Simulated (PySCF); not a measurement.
**PbH₃: one geometry, many levels of theory and rigid scans**

How much do the numbers for PbH₃ (doublet) hang on the method? All levels run at one geometry, the PBE0 minimum. Rigid scans about the minimum follow.

Computed with PySCF 2.14.0. Level: several methods, basis Pb def2-TZVP with ECP60, H def2-TZVP, scalar-relativistic core potentials, no spin–orbit coupling, density fitting.

## (1) The starting structure

4 atoms, charge 0, spin multiplicity 2.

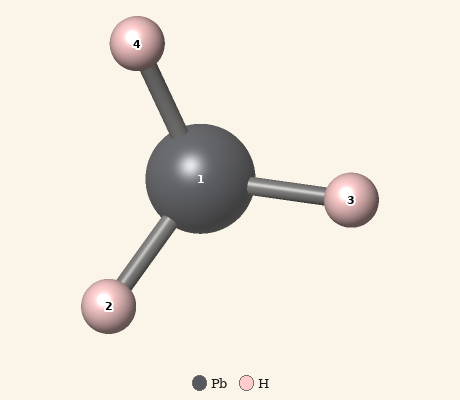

The starting geometry (lead dark grey, hydrogen pink); atoms are numbered from 1 in the order of the file.

Z-matrix (Å, degrees; charge 0 multiplicity 2):
```
Pb
H  1 1.7785
H  1 1.7785 2 108.87
H  1 1.7785 2 108.87 3 -118.57
```

## (2) PBE0

The steps are one call of a driver around PySCF; scf.py gives each level's set-up. Each SCF starts from the density of the minimum. The driver also runs the species with one electron less or more at the same geometry (one less: multiplicity 1, one more: multiplicity 1); their logs are not shown.

scf.py reads:

```python
from pyscf import gto, scf, dft
mol = gto.M(atom='''
Pb    -0.000000     0.000000    -0.008742
H      1.670586     0.000002     0.601345
H     -0.835295     1.446769     0.601345
H     -0.835291    -1.446771     0.601345''',
    basis={'Pb': 'def2-TZVP', 'H': 'def2-TZVP'},
    ecp={'Pb': 'def2-TZVP'},
    charge=0, spin=1)
mf = dft.UKS(mol, xc='PBE0')
mf.grids.atom_grid = (99, 590)
aux = {'Pb': 'def2-universal-JKFIT', 'H': 'def2-universal-JKFIT'}
mf = mf.density_fit(auxbasis=aux)
mf.kernel()
```

## (3) HF

scf.py, as its differences from that of step 2:

```diff
@@ -10,2 +10 @@
-mf = dft.UKS(mol, xc='PBE0')
-mf.grids.atom_grid = (99, 590)
+mf = scf.UHF(mol)
```

## (4) PBE

scf.py, as its differences from that of step 3:

```diff
@@ -10 +10,2 @@
-mf = scf.UHF(mol)
+mf = dft.UKS(mol, xc='PBE')
+mf.grids.atom_grid = (99, 590)
```

## (5) CCSD(T)

scf.py, as its differences from that of step 4:

```diff
@@ -10,2 +10 @@
-mf = dft.UKS(mol, xc='PBE')
-mf.grids.atom_grid = (99, 590)
+mf = scf.UHF(mol)
@@ -14,0 +14,3 @@
+from pyscf import cc
+mycc = cc.CCSD(mf, frozen=4).run()
+mycc.ccsd_t()
```

## (6) r2SCAN

scf.py, as its differences from that of step 5:

```diff
@@ -10 +10,2 @@
-mf = scf.UHF(mol)
+mf = dft.UKS(mol, xc='R2SCAN')
+mf.grids.atom_grid = (99, 590)
@@ -14,3 +14,0 @@
-from pyscf import cc
-mycc = cc.CCSD(mf, frozen=4).run()
-mycc.ccsd_t()
```

## (7) B3LYP

scf.py, as its differences from that of step 6:

```diff
@@ -10 +10 @@
-mf = dft.UKS(mol, xc='R2SCAN')
+mf = dft.UKS(mol, xc='B3LYP')
```

## (8) TPSSh

scf.py, as its differences from that of step 7:

```diff
@@ -10 +10 @@
-mf = dft.UKS(mol, xc='B3LYP')
+mf = dft.UKS(mol, xc='TPSSH')
```

## (9) LC-wPBE

scf.py, as its differences from that of step 8:

```diff
@@ -10 +10 @@
-mf = dft.UKS(mol, xc='TPSSH')
+mf = dft.UKS(mol, xc='LC_WPBE')
```

## (10) revPBE

scf.py, as its differences from that of step 9:

```diff
@@ -10 +10 @@
-mf = dft.UKS(mol, xc='LC_WPBE')
+mf = dft.UKS(mol, xc='PBE_R,PBE')
```

## (12) Breathing scan

A rigid scan with PBE0: all bonds to the central atom are scaled together. Each point starts from its neighbour's orbitals, and energies count from the minimum.

## (13) Stretching one bond

A rigid scan with PBE0: the bond from Pb to the last atom (H) is scaled and the rest held.

## (14) Umbrella curve

A rigid scan with PBE0: angle between each bond and the threefold axis, bonds fixed.

(Steps that only read results are left out.)

Q: Predict the outcome of this session. Wanted: atomisation energy, CCSD(T) in this basis; vertical ionisation energy, CCSD(T); vertical electron affinity, CCSD(T); orbital gap, range; T1, D1; T1, D1 of the cation; T1, D1 of the anion; all bonds 4 % longer; one bond 20 % longer.

As calculated:

| quantity | value |
| --- | --- |
| atomisation energy, CCSD(T) in this basis | 610 kJ/mol |
| vertical ionisation energy, CCSD(T) | 8.22 eV |
| vertical electron affinity, CCSD(T) | 1.43 eV |
| orbital gap, range | 0.92 (PBE) to 8.50 (HF) eV |
| T1, D1 | 0.016, 0.057 |
| T1, D1 of the cation | 0.016, 0.058 |
| T1, D1 of the anion | 0.016, 0.045 |
| all bonds 4 % longer | 6.9 kJ/mol |
| one bond 20 % longer | 43.1 kJ/mol |

In words: The functionals' atomisation energies stand +11 kJ/mol (revPBE) to +69 kJ/mol (TPSSh) from CCSD(T); much of that can be the slow basis convergence of CCSD(T), which binds tens of kJ/mol more at its limit, so it ranks no functional. HF lacks the correlation that pairing electrons in bonds brings, so it binds too weakly, by 192 kJ/mol even against this CCSD(T). Against CCSD(T), the vertical ionisation energy is best met by revPBE (+0.03 eV) and worst by LC-wPBE (+0.28 eV). CCSD(T) took 37 s, about 4 times as long as revPBE (10 s), which misses it by 0.03 eV. For the vertical electron affinity, revPBE comes nearest to CCSD(T) (+0.02 eV) and HF is farthest (-0.81 eV). The PBE orbital energy is a poor guide to ionisation (5.2 eV, 3.0 eV too small); the difference of PBE energies gives 8.3 eV. Without diffuse functions electron affinities tend to come out too low. Shortening all bonds by 4 % costs 8.7 kJ/mol and lengthening them 6.9: the wall is steeper on the short side. Spin–orbit coupling, left out here, can matter for elements this heavy.
